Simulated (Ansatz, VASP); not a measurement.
# BP in two plane-wave programs

Wanted: the spread between two codes on one cell, functional and k mesh.

Program: Ansatz 0.2.0. Level of theory: plane waves, with VASP 6.6.1 beside it; relaxation of cell and atoms at r2SCAN. Results are calculated unless marked as measured.

### Step 1. The structure

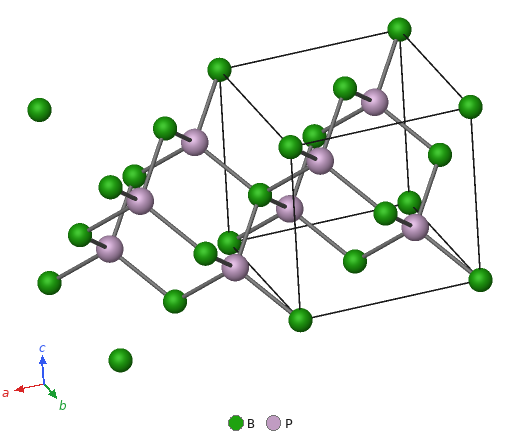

Start, viewed from a free direction; boron green, phosphorus pink. 2×1×1 cells are drawn. This picture shows the conventional cell, with its axes. Bonds to atoms that aren't drawn are left out. Some periodic images of atoms are drawn too.

### Step 2. VASP: relaxation of cell and atoms, r2SCAN

The relaxed volume is the usual yardstick between codes: its relative difference is about their pressure difference at one cell divided by the bulk modulus.

Lines of VASP's logs that name or quote its potential files are left out, and so is its time.

Input file INCAR:

```
SYSTEM = BP
PREC = Accurate
ENCUT = 520
EDIFF = 1E-06
NELM = 100
ISMEAR = -1
SIGMA = 0.05
LREAL = .FALSE.
ALGO = Normal
METAGGA = R2SCAN
LASPH = .TRUE.
NBANDS = 10
LORBIT = 11
LWAVE = .FALSE.
LCHARG = .FALSE.
KPAR = 2
IBRION = 2
NSW = 60
ISIF = 3
EDIFFG = -0.01
```

Input file POSCAR:

```
BP
1.0
    0.0000000000      2.2690000000      2.2690000000
    2.2690000000      0.0000000000      2.2690000000
    2.2690000000      2.2690000000      0.0000000000
B P
1 1
Direct
    0.0000000000      0.0000000000      0.0000000000
    0.2500000000      0.2500000000      0.2500000000
```

Input file KPOINTS:

```
Automatic mesh
0
Gamma
10 10 10
0 0 0
```

PAW data sets: B and P (PBE family, release 64).

On the command line:

```bash
$ mpirun -np 2 vasp_std
```

Numbers of over 12 decimals in the logs are rounded to 6 here.

Log:

```text
[banner, memory and clock lines left out]
running    2 mpi-ranks, on    1 nodes
 distrk:  each k-point on    1 cores,    2 groups
 distr:  one band on    1 cores,    1 groups

 POSCAR found type information on POSCAR B P
 POSCAR found :  2 types and       2 ions
|                                                                             |
|               ----> ADVICE to this user running VASP <----                  |
|                                                                             |
|     You enforced a specific xc type in the INCAR file but a different       |
|     [... a line on the potential file left out ...]
|     I HOPE YOU KNOW WHAT YOU ARE DOING!                                     |
|                                                                             |

 LDA part: xc-table for (None), standard interpolation
 POSCAR, INCAR and KPOINTS ok, starting setup
 FFT: planning ... GRIDC
 FFT: planning ... GRID_SOFT
 FFT: planning ... GRID
 WAVECAR not read
 entering main loop
       N       E                     dE             d eps       ncg     rms          rms(c)
DAV:   1     0.496944581749E+01    0.49694E+01   -0.41469E+03   940   0.737E+02
DAV:   2    -0.185764088345E+02   -0.23546E+02   -0.22215E+02  1300   0.116E+02
DAV:   3    -0.191730003079E+02   -0.59659E+00   -0.59587E+00  1162   0.173E+01
DAV:   4    -0.191749997312E+02   -0.19994E-02   -0.19992E-02  1206   0.115E+00
DAV:   5    -0.191750083672E+02   -0.86360E-05   -0.86354E-05  1130   0.674E-02    0.792E+00
DAV:   6    -0.173610219650E+02    0.18140E+01   -0.10756E+00  1148   0.588E+00    0.480E+00
DAV:   7    -0.173138654140E+02    0.47157E-01   -0.21893E-01  1182   0.270E+00    0.141E+00
DAV:   8    -0.173108686746E+02    0.29967E-02   -0.18016E-02  1186   0.105E+00    0.169E-01
DAV:   9    -0.173111806131E+02   -0.31194E-03   -0.66423E-04  1106   0.208E-01    0.673E-02
DAV:  10    -0.173112542330E+02   -0.73620E-04   -0.79014E-05  1090   0.756E-02    0.212E-02
DAV:  11    -0.173112548443E+02   -0.61129E-06   -0.45745E-06  1228   0.164E-02
   1 F= -.17311255E+02 E0= -.17311255E+02  d E =-.173113E+02
 curvature:   0.00 expect dE= 0.000E+00 dE for cont linesearch  0.000E+00
 trial: gam= 0.00000 g(F)=  0.631E-47 g(S)=  0.672E-03 ort = 0.000E+00 (trialstep = 0.100E+01)
 search vector abs. value=  0.672E-03
 bond charge predicted
       N       E                     dE             d eps       ncg     rms          rms(c)
DAV:   1    -0.173115078075E+02   -0.25357E-03   -0.12468E-02  1066   0.736E-01    0.157E-01
DAV:   2    -0.173113972131E+02    0.11059E-03   -0.56487E-04  1094   0.152E-01    0.919E-02
DAV:   3    -0.173113401311E+02    0.57082E-04   -0.17599E-04  1050   0.739E-02    0.339E-02
DAV:   4    -0.173113395752E+02    0.55595E-06   -0.38332E-06  1122   0.142E-02
   2 F= -.17311340E+02 E0= -.17311340E+02  d E =-.847309E-04
 trial-energy change:   -0.000085  1 .order   -0.000088   -0.000672    0.000496
 step:   0.5755(harm=  0.5755)  dis= 0.00000  next Energy=   -17.311448 (dE=-0.193E-03)
 bond charge predicted
       N       E                     dE             d eps       ncg     rms          rms(c)
DAV:   1    -0.173114850005E+02   -0.14487E-03   -0.23058E-03  1062   0.317E-01    0.768E-02
DAV:   2    -0.173114647911E+02    0.20209E-04   -0.10247E-04  1088   0.647E-02    0.450E-02
DAV:   3    -0.173114536127E+02    0.11178E-04   -0.32162E-05  1046   0.313E-02    0.124E-02
DAV:   4    -0.173114527351E+02    0.87756E-06   -0.74715E-07   620   0.610E-03
   3 F= -.17311453E+02 E0= -.17311453E+02  d E =-.197891E-03
 curvature:  -0.29 expect dE=-0.182E-06 dE for cont linesearch -0.182E-06
 trial: gam= 0.00000 g(F)=  0.159E-47 g(S)=  0.634E-06 ort =-0.206E-04 (trialstep = 0.915E+00)
 search vector abs. value=  0.634E-06
 reached required accuracy - stopping structural energy minimisation
```

OUTCAR, selected parts (step 2):

```text
ion  position               nearest neighbor table
   1  0.000  0.000  0.000-   2 1.97   2 1.97   2 1.97   2 1.97
   2  0.250  0.250  0.250-   1 1.97   1 1.97   1 1.97   1 1.97

  LATTYP: Found a face centered cubic cell.
 ALAT       =     4.5380000000

 Subroutine GETGRP returns: Found 24 space group operations
 (whereof 24 operations were pure point group operations)

The static configuration has the point symmetry T_d .

 Found     47 irreducible k-points:

   k-points           NKPTS =     47   k-points in BZ     NKDIM =     47   number of bands    NBANDS=     10

   dimension x,y,z NGX =    24 NGY =   24 NGZ =   24
   dimension x,y,z NGXF=    48 NGYF=   48 NGZF=   48

   ENCUT  =  520.0 eV  38.22 Ry    6.18 a.u.   5.97  5.97  5.97*2*pi/ulx,y,z

   NELECT =       8.0000    total number of electrons

 k-points in reciprocal lattice and weights: Automatic mesh
   0.00000000  0.00000000  0.00000000       0.001
   0.10000000  0.00000000  0.00000000       0.008
   0.20000000  0.00000000  0.00000000       0.008
   0.30000000  0.00000000  0.00000000       0.008
   0.40000000  0.00000000  0.00000000       0.008
   0.50000000  0.00000000  0.00000000       0.004
   0.10000000  0.10000000  0.00000000       0.006
   0.20000000  0.10000000  0.00000000       0.024
   0.30000000  0.10000000  0.00000000       0.024
[...]
-0.30000000  0.40000000  0.20000000       0.024
  -0.30000000  0.50000000  0.20000000       0.012

 average (electrostatic) potential at core
       1 -26.0156       2 -84.2736

 E-fermi :   8.1383

 k-point     1 :       0.0000    0.0000    0.0000
  band No.  band energies     occupation
      1      -8.8599      2.00000
      2       7.4364      2.00000
      3       7.4364      2.00000
      4       7.4364      2.00000
      5      11.0831      0.00000
      6      11.0831      0.00000
      7      11.0831      0.00000
      8      15.5115      0.00000
      9      19.8722      0.00000
    ...

 k-point     2 :       0.1000    0.0000    0.0000
  band No.  band energies     occupation
      1      -8.6699      2.00000
      2       6.0632      2.00000
      3       7.1236      2.00000
      4       7.1236      2.00000
      5      11.5187      0.00000
      6      11.5187      0.00000
      7      11.5774      0.00000
      8      16.0488      0.00000
      9      19.4181      0.00000
    ...

 k-point     3 :       0.2000    0.0000    0.0000
  band No.  band energies     occupation
      1      -8.1073      2.00000
      2       3.5935      2.00000
      3       6.5293      2.00000
      4       6.5293      2.00000
      5      11.8340      0.00000
      6      12.2870      0.00000
      7      12.2870      0.00000
      8      17.2862      0.00000
      9      18.8185      0.00000
    ...

  Total        0.0029603      0.0029603      0.0029603      0.0000000      0.0000000      0.0000000
  in kB        0.2038247      0.2038247      0.2038247      0.0000000      0.0000000      0.0000000
  external PRESSURE =       0.2038247 kB  Pullay stress =       0.0000000 kB

  energy-cutoff  :      520.00
  volume of cell :       23.27
      direct lattice vectors                 reciprocal lattice vectors
     0.000000000  2.265964842  2.265964842    -0.220656557  0.220656557  0.220656557
     2.265964842  0.000000000  2.265964842     0.220656557 -0.220656557  0.220656557
     2.265964842  2.265964842  0.000000000     0.220656557  0.220656557 -0.220656557

 POSITION                                       TOTAL-FORCE (eV/Angst)
 -----------------------------------------------------------------------------------
      0.00000      0.00000      0.00000        -0.000000      0.000000     -0.000000
      1.13298      1.13298      1.13298         0.000000     -0.000000      0.000000
 -----------------------------------------------------------------------------------
    total drift:                                0.000000      0.000000      0.000000

  FREE ENERGIE OF THE ION-ELECTRON SYSTEM (eV)
  ---------------------------------------------------
  free  energy   TOTEN  =       -17.3114527351 eV

  energy  without entropy=      -17.3114527275  energy(sigma->0) =      -17.31145273

 reached required accuracy - stopping structural energy minimisation

 total charge
# of ion       s       p       d       tot
------------------------------------------
    1        0.680   1.275   0.000   1.955
    2        0.985   1.590   0.000   2.575
--------------------------------------------------
tot          1.665   2.865   0.000   4.530

[... 3 further parts left out ...]
```

### Step 3. Ansatz: relaxation of cell and atoms, r2SCAN

Ansatz runs on its default PAW (the set named soft_2) files.

The same cell, functional, mesh and smearing now go to Ansatz, which takes its cutoff from its data sets.

Input file input.yaml:

```yaml
crystal:
  lattice:
    - [0.0, 2.269, 2.269]
    - [2.269, 0.0, 2.269]
    - [2.269, 2.269, 0.0]
  atoms:
    - { symbol: B, position: [0.0, 0.0, 0.0] }
    - { symbol: P, position: [0.25, 0.25, 0.25] }
hamiltonian:
  xc: r2scan
  pseudopotentials: { kind: paw }
kpoints:
  mp_grid: { grid: [10, 10, 10] }
scf:
  occupations: { method: fermi_dirac, width: 0.05 }
relax:
  f_tol: 0.01
  max_steps: 60
  cell: { stress_tol: 0.05 }
output:
  forces: true
  stress: true
  write_density: true
  write_potential: true
  elf: true
  volumetric_format: npy
```

On the command line:

```bash
$ ansatz run input.yaml --threads 4 --pin off --max-ram 9216MiB --backend cpu --events-out ev --progress --plain --runs-dir out
```

Log:

```text
Engine: ansatz 0.2.0, aarch64-unknown-linux-gnu
Pseudopotentials: kind: paw
Pseudopotential: B, paw, valence charge 3, recommended cutoff 500 eV (meta_gga), B.paw.azcp
Pseudopotential: P, paw, valence charge 5, recommended cutoff 500 eV (meta_gga), P.paw.azcp
Functional definition: r2SCAN
  parameter k0 = 0.174
  parameter k1 = 0.065
  parameter a1 = 4.9479
  exchange = r2scan_x(k0 = k0, k1 = k1, a1 = a1)
  correlation = r2scan_c
Crystal: 2 atoms, lattice volume = 23.363 Å³
Basis set: ecut = 500 eV, 609 PW (Γ), exchange–correlation on 96×96×96 points (64 copies of the dense FFT grid, shifted against one another)
Bands: 8, of which v1, the nominal top of the filled ones, is band 4 counted from 1 (3 counted from 0)
Symmetry: 24 space group operations
Space group: F-43m (ITA 216), of the structure as read, at distance tolerance 2.9e-5 Å
k-points: 47 of 1000 (time reversal used)
Non-local potential: B, projectors of the file, l = 0: 2, l = 1: 2, l = 2: 1
Non-local potential: P, projectors of the file, l = 0: 2, l = 1: 2, l = 2: 2
PAW form: soft (Blöchl's): semilocal exchange-correlation on the pseudo side does not see the compensation charge
PAW frozen core: B, regenerated for the run's functional (the file was generated under x = pbe(κ = 0.804, μ = 0.219515), c = pbe(β = 0.066725))
PAW frozen core: P, regenerated for the run's functional (the file was generated under x = pbe(κ = 0.804, μ = 0.219515), c = pbe(β = 0.066725))
PAW one-centre angular grid: B, 302 points (default); XC on 160 Gauss nodes
PAW one-centre angular grid: P, 302 points (default); XC on 160 Gauss nodes
Initial density: superposition of atomic densities (neutral atoms: chi_scale 0, normalization atom), corrected by the library's trained network
Initial wavefunctions: pseudopotential atomic-orbital guess
Functional: x = r2scan, c = r2scan; τ floored in thin density (d = 2e-4 eV/Å³)
SCF iter   1: F=—  HF=-916.651175 eV  |F-HF|=—  |Δ(HF+E_count)|=         —  Δρ=4.39e-3  dr2=2.28e-3  dr2_τ=1.31e-1  ethr=1.77e-3  ⟨swp⟩=6.1  Hψ=3550  notcnv=0
preconditioner: auto → none  [insulator: Δε(μ)=1.371 eV  Ē_g=13.605 eV  σ=0.050 eV  W_gap=1.00  n_scr=0 (ndim 8)  ℏωp=21.7 eV  f_vac=0.000  D(μ)=0.00/eV (n_scr^D=0)  ε∞_Penn≈3.6]
SCF iter   2: F=—  HF=-916.687040 eV  |F-HF|=—  |Δ(HF+E_count)|=   3.59e-2  Δρ=2.93e-3  dr2=9.35e-4  dr2_τ=3.92e-5  ethr=2.85e-5  ⟨swp⟩=2.3  Hψ=1143  notcnv=0
SCF iter   3: F=—  HF=-916.687184 eV  |F-HF|=—  |Δ(HF+E_count)|=   1.45e-4  Δρ=9.33e-4  dr2=2.31e-4  dr2_τ=1.61e-5  ethr=1.17e-5  ⟨swp⟩=2.1  Hψ=568  notcnv=0
SCF iter   4: F=—  HF=-916.687124 eV  |F-HF|=—  |Δ(HF+E_count)|=   6.06e-5  Δρ=2.76e-4  dr2=9.64e-6  dr2_τ=6.41e-7  ethr=2.89e-6  ⟨swp⟩=2.3  Hψ=548  notcnv=0
SCF iter   5: F=—  HF=-916.687125 eV  |F-HF|=—  |Δ(HF+E_count)|=   7.79e-7  Δρ=4.40e-5  dr2=1.94e-7  dr2_τ=2.35e-8  ethr=1.21e-7  ⟨swp⟩=2.1  Hψ=551  notcnv=0
SCF iter   6: F=-916.687125 eV  HF=-916.687125 eV  |F-HF|=5.29e-9  |Δ(HF+E_count)|=   5.22e-8  Δρ=8.03e-6  dr2=6.57e-9  dr2_τ=4.79e-10  ethr=1.25e-9  ⟨swp⟩=8.1  Hψ=1850  notcnv=0
SCF 1 converged in 6 iterations: F = -916.687125 eV  dr2 = 6.57e-9
  greatest PAW one-centre occupation: 0.773 electrons in one spin orbital (limit 2), on the P atom at site 1 (counted from 0), in its partial waves of l = 0
relax step   1: F+E_penalty+E_count = -916.68712465 eV  Δ(F+E_penalty+E_count) = +0.000e0 eV  max|allowed force component| = 3.053e-16 eV/Å  Δτ_max = 0.0000 Å  P = -0.164 GPa  Ω = 23.363 Å³  (6 SCF iters, dr2 threshold 1.00e-7 eV, accepted)
[...]
relax step   2: F+E_penalty+E_count = -916.68713566 eV  Δ(F+E_penalty+E_count) = -1.101e-5 eV  max|allowed force component| = 5.089e-17 eV/Å  Δτ_max = 0.0000 Å  P = -0.071 GPa  Ω = 23.350 Å³  energy of the carried Pulay correction = +1.619e-6 eV  (3 SCF iters, dr2 threshold 6.73e-8 eV, accepted)
[...]
relax step   3: F+E_penalty+E_count = -916.68713905 eV  Δ(F+E_penalty+E_count) = -3.394e-6 eV  max|allowed force component| = 1.180e-16 eV/Å  Δτ_max = 0.0000 Å  P = +0.000 GPa  Ω = 23.341 Å³  energy of the carried Pulay correction = +2.858e-6 eV  (3 SCF iters, dr2 threshold 1.26e-8 eV, accepted)
[...]
relax step   4: F+E_penalty+E_count = -916.68713751 eV  Δ(F+E_penalty+E_count) = +1.543e-6 eV  max|allowed force component| = 1.272e-16 eV/Å  Δτ_max = 0.0000 Å  P = +0.000 GPa  Ω = 23.341 Å³  stress off target by 3.55e-4 GPa  SCF on the basis re-selected at this cell (its energy is not comparable with the rows above)  (3 SCF iters)
basis re-selected at this cell: Δ(F+E_penalty+E_count) = +1.543e-6 eV, ΔP = +0.000 GPa vs the last step (what re-selecting the basis moved, of the pressure what is left beyond the Pulay correction that the steps carried, after the strain that the cell walked since its last selection, with what the two solves' SCF thresholds leave and, on support functions, any second-order correction that the steps lacked; it is no m [...]
SCF converged after 3 iterations
Free energy (F): -916.687138 eV
Harris-Foulkes:  -916.687138 eV  (|F-HF|=1.42e-11)
Internal energy: -916.687137 eV  (E = F + TS)
E sigma→0 (E₀):  -916.687138 eV
Fermi energy:    9.936107 eV
--- Per-component energies (eV) ---
  E_band       = 19.155574
  E_kinetic    = 121.489386
  E_local      = -66.749196  (includes V_loc(G=0)·N_el)
  E_nonlocal   = 44.163206
  E_hartree    = 17.036866
  E_xc         = -91.101327
  E_vxc        = -108.134253  (∫ρ·V_xc dr)
  E_paw        = -655.832991  (= ΣΔE_a)
  E_vpaw       = -10.620940  (= ΣTr[D̂ρ^β])
  E_aug_tail   = -0.000001  (compensation charges beyond the density's cutoff)
  E_vtau       = 4.933645  (kinetic-family band-sum trace: ∫τ·v_τ [+ j·A + Jᵃ·Aᵃ] dr)
  E_ewald      = -285.583795
  E_core_change = -0.109284  (= ΣΔE_core)
  E_smearing   = -0.000000  (= −TS)
  E_closure    = -0.000000  (closes the sum)
  Σ components = -916.687138   (vs F -916.687138, Δ=0.00e0)
--- Forces (eV/Å), atoms counted from 1 ---
  atom   1  B     -0.00000000    -0.00000000    -0.00000000
  atom   2  P     -0.00000000    -0.00000000     0.00000000
  max |Σ_I F_I| component: 2.08e-16 eV/Å
--- Stress (GPa, compression-positive) ---
        0.000355       0.000000       0.000000
        0.000000       0.000355       0.000000
        0.000000       0.000000       0.000355
  P = ⅓ Tr σ = 0.0004 GPa (0.004 kbar)
--- Band table (eV; the first three rows and the last of 47) ---
  k-point 0: bands = ["-7.0381", "9.2477", "9.2477", "9.2477", "12.8493", "12.8493", "12.8493", "17.2431"]
  k-point 1: bands = ["-6.8486", "7.8707", "8.9337", "8.9337", "13.2843", "13.2843", "13.3450", "17.7846"]
  k-point 2: bands = ["-6.2874", "5.4015", "8.3384", "8.3384", "13.5968", "14.0496", "14.0496", "19.0333"]
  k-point 46: bands = ["-1.6161", "0.5514", "3.4487", "3.6193", "14.2027", "15.0408", "17.9909", "18.5062"]
--- Relaxed structure (3 steps of the walk, 3 accepted, 1 SCFs on fresh bases) ---
  F+E_penalty+E_count = -916.68713751 eV   max|allowed force component| = 1.272e-16 eV/Å   (the final SCF, on the basis selected at the relaxed cell)
  cell:  # Å, volume = 23.3406 Å³
    - [0, 2.268267, 2.268267]
    - [2.268267, 0, 2.268267]
    - [2.268267, 2.268267, 0]
  atoms:
    - { symbol: B, position: [0, 0, 0] }
    - { symbol: P, position: [0.250000, 0.250000, 0.250000] }
```

Run time: 3 s. Hardware: 4 threads of Arm Neoverse V1, shared host; peak memory 0.36 GiB; 9.2 s of CPU time.

### Step 4. Differences

Known differences besides the PAW data sets themselves: VASP keeps PBE cores, Ansatz makes them for the functional; both relaxations stop at a tolerance, which leaves soft axes loose, and VASP keeps its plane-wave basis; the cutoff is 500 eV in Ansatz and 520 eV in VASP; Ansatz adds a Pulay correction to the stress that steers its cell, VASP none. Total energies have different zeros and are not compared.

Compared:

| quantity | Ansatz | VASP | difference |
| --- | --- | --- | --- |
| volume (Å³) | 23.34 | 23.27 | +0.31 % |
| edge a after relaxation, in the typed setting (Å) | 3.208 | 3.205 | +0.10 % |

The walks stopped with 0.00 GPa left in Ansatz and 0.02 GPa in VASP; each walk ends within a tolerance, so the volume difference is uncertain by about these residues over the bulk modulus, most in soft cells.

### Step 5. Results

```
difference in volume (relaxation of cell and atoms, r2SCAN) : 0.31 %
```

What this shows: The difference in volume is 0.31 % (relaxation of cell and atoms, r2SCAN), within the 1.2 % picked in this series as the mark of a large difference, as far as the stopping tolerances let one tell. Differences of this kind measure data sets and numerical settings, not the functional's error against experiment.

[Lines on the potential files, build, host, timing and source positions are cut from VASP's logs without a mark.]

[Logs are printed without paths, hosts, clocks, repeated set-up lines and the standing remarks that a program may print on its own settings, such as how far it seeks lower states.]

[Hosts, paths, dates, database ids (printed as entryN), source tags and the programs' standing remarks are cut or masked in the printed files.]
